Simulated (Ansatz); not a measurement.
Consider F2H4Si2 (SMILES F[SiH2][SiH2]F).

```xyz
8

F    -1.9348    1.2058   -0.2745
Si   -0.3578    1.1281    0.0124
Si    0.3586   -1.1096    0.0441
F     0.2810   -1.7420   -1.4288
H     0.3401    1.9142   -1.0370
H    -0.0998    1.7437    1.3416
H     1.7748   -1.1640    0.4954
H    -0.4771   -1.9419    0.9468
```

Geometry: PBE0-D4/def2-TZVP.

These are results of isolated molecule in a Gaussian basis; Hartree-Fock (Ansatz), not measurements.

What can the converged electron density and electron localisation function tell about the bonding?

Si–F (1.60 Å): ρ at the midpoint is about 1 e/Å³; the ELF peaks at about 0.90 in the valence shell of F, 0.6 Å from its nucleus, and is about 0.45 at the midpoint.
Si–Si (2.35 Å): ρ is about 0.73 e/Å³ halfway; the ELF peaks at about 1 between the atoms, as expected for a covalent bond.
Si–H (1.49 Å): ρ is about 0.79 e/Å³ halfway; the ELF climbs to about 1 towards the hydrogen, as it does in any bond to H.

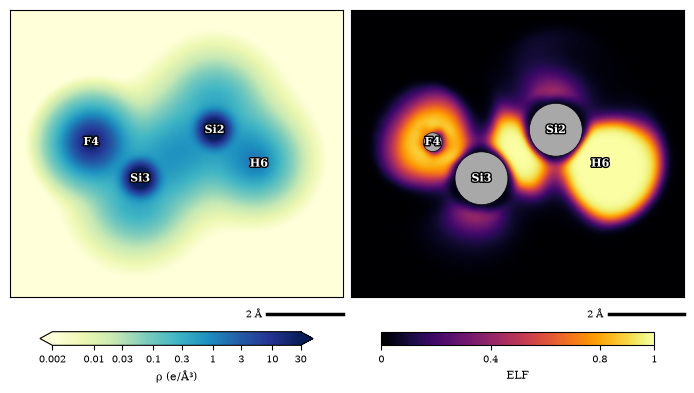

Computed electron density and electron localisation function on the plane of atoms Si2, Si3 and F4, in this order. Grey discs cover the atomic cores in the ELF map. 
